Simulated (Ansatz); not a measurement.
Cell of fcc Ni, ferromagnetic (1 1 1) on silicon (1 1 1) (film strained to the substrate, started from cuts of the bulks and a machine-learned relaxation; slabs Si30 and Ni35, which can lie off the formulas; started ferromagnetic), relaxed at this level with a, b, gamma of the cell held:

```yaml
crystal:
  lattice:
    - [6.69935, 0.00002, 0.01943]
    - [-3.34953, 5.80140, -0.07974]
    - [-0.47508, 1.93517, 26.17499]
  atoms:
    - { symbol: Si, position: [0.00636, 0.18815, 0.02758] }
    - { symbol: Si, position: [0.61867, 0.56572, 0.02765] }
    - { symbol: Si, position: [0.38842, 0.97098, 0.02798] }
    - { symbol: Si, position: [0.99541, 0.21188, 0.11649] }
    - { symbol: Si, position: [0.65847, 0.55096, 0.11682] }
    - { symbol: Si, position: [0.33497, 0.88881, 0.11672] }
    - { symbol: Si, position: [0.99438, 0.54283, 0.14365] }
    - { symbol: Si, position: [0.66054, 0.87540, 0.14804] }
    - { symbol: Si, position: [0.32645, 0.20844, 0.14794] }
    - { symbol: Si, position: [0.98728, 0.51761, 0.23512] }
    - { symbol: Si, position: [0.65303, 0.85055, 0.23809] }
    - { symbol: Si, position: [0.31906, 0.18319, 0.23794] }
    - { symbol: Si, position: [0.98331, 0.83932, 0.26714] }
    - { symbol: Si, position: [0.65229, 0.17822, 0.26702] }
    - { symbol: Si, position: [0.31655, 0.50861, 0.26724] }
    - { symbol: Si, position: [0.97558, 0.81394, 0.35756] }
    - { symbol: Si, position: [0.64467, 0.15284, 0.35743] }
    - { symbol: Si, position: [0.31123, 0.48364, 0.35761] }
    - { symbol: Si, position: [0.97463, 0.14134, 0.38654] }
    - { symbol: Si, position: [0.64070, 0.47438, 0.38952] }
    - { symbol: Si, position: [0.30907, 0.80943, 0.38677] }
    - { symbol: Si, position: [0.96794, 0.11609, 0.47653] }
    - { symbol: Si, position: [0.63372, 0.44857, 0.48101] }
    - { symbol: Si, position: [0.30170, 0.78366, 0.47680] }
    - { symbol: Si, position: [0.97022, 0.44060, 0.50769] }
    - { symbol: Si, position: [0.63280, 0.77962, 0.50814] }
    - { symbol: Si, position: [0.29325, 0.10288, 0.50816] }
    - { symbol: Si, position: [0.02228, 0.43245, 0.59650] }
    - { symbol: Si, position: [0.61988, 0.79348, 0.59733] }
    - { symbol: Si, position: [0.23622, 0.02420, 0.59699] }
    - { symbol: Ni, position: [0.14955, 0.27355, 0.65375], spin: 0.7 }
    - { symbol: Ni, position: [0.84337, 0.44494, 0.66275], spin: 0.7 }
    - { symbol: Ni, position: [0.54953, 0.55953, 0.66339], spin: 0.7 }
    - { symbol: Ni, position: [0.28527, 0.73335, 0.64369], spin: 0.7 }
    - { symbol: Ni, position: [0.95527, 0.84821, 0.65335], spin: 0.7 }
    - { symbol: Ni, position: [0.72466, 0.04225, 0.65612], spin: 0.7 }
    - { symbol: Ni, position: [0.43982, 0.15762, 0.66375], spin: 0.7 }
    - { symbol: Ni, position: [0.21849, 0.88458, 0.73366], spin: 0.7 }
    - { symbol: Ni, position: [0.93918, 0.03260, 0.73464], spin: 0.7 }
    - { symbol: Ni, position: [0.65954, 0.18014, 0.73841], spin: 0.7 }
    - { symbol: Ni, position: [0.36278, 0.31260, 0.73816], spin: 0.7 }
    - { symbol: Ni, position: [0.08888, 0.46261, 0.73347], spin: 0.7 }
    - { symbol: Ni, position: [0.79184, 0.60730, 0.73750], spin: 0.7 }
    - { symbol: Ni, position: [0.50803, 0.75457, 0.73428], spin: 0.7 }
    - { symbol: Ni, position: [0.31275, 0.48785, 0.81233], spin: 0.7 }
    - { symbol: Ni, position: [0.02772, 0.62940, 0.81041], spin: 0.7 }
    - { symbol: Ni, position: [0.73652, 0.77456, 0.81236], spin: 0.7 }
    - { symbol: Ni, position: [0.45674, 0.92054, 0.81194], spin: 0.7 }
    - { symbol: Ni, position: [0.16934, 0.05533, 0.81298], spin: 0.7 }
    - { symbol: Ni, position: [0.89007, 0.20079, 0.81240], spin: 0.7 }
    - { symbol: Ni, position: [0.59763, 0.34634, 0.81425], spin: 0.7 }
    - { symbol: Ni, position: [0.40783, 0.09207, 0.89124], spin: 0.7 }
    - { symbol: Ni, position: [0.11754, 0.22121, 0.89077], spin: 0.7 }
    - { symbol: Ni, position: [0.83356, 0.36799, 0.88693], spin: 0.7 }
    - { symbol: Ni, position: [0.53700, 0.51352, 0.89101], spin: 0.7 }
    - { symbol: Ni, position: [0.26255, 0.66376, 0.88638], spin: 0.7 }
    - { symbol: Ni, position: [0.96719, 0.79628, 0.88674], spin: 0.7 }
    - { symbol: Ni, position: [0.68778, 0.94309, 0.89014], spin: 0.7 }
    - { symbol: Ni, position: [0.47460, 0.70209, 0.96944], spin: 0.7 }
    - { symbol: Ni, position: [0.18869, 0.82111, 0.96151], spin: 0.7 }
    - { symbol: Ni, position: [0.89975, 0.93094, 0.97053], spin: 0.7 }
    - { symbol: Ni, position: [0.66928, 0.12602, 0.97120], spin: 0.7 }
    - { symbol: Ni, position: [0.34374, 0.25353, 0.98113], spin: 0.7 }
    - { symbol: Ni, position: [0.07474, 0.41794, 0.96097], spin: 0.7 }
    - { symbol: Ni, position: [0.78270, 0.52944, 0.96167], spin: 0.7 }
```

All values below come from PBE (plane waves to 420 eV, PAW; Ansatz, a quantum-chemistry and plane-wave program). Scalar-relativistic, without spin–orbit coupling. Its k-point mesh 5×5×1, Fermi–Dirac width 0.05 eV.

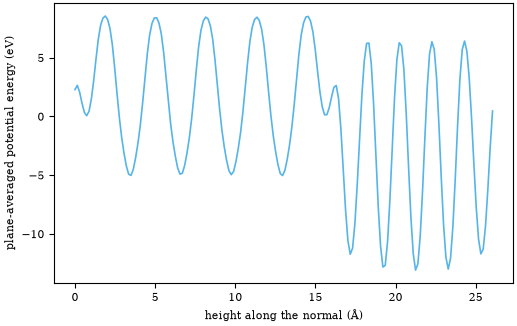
Smooth (PAW) electrostatic potential energy of an electron, averaged over planes, about its mean

The curve spans 21.6 eV over the stretch drawn.
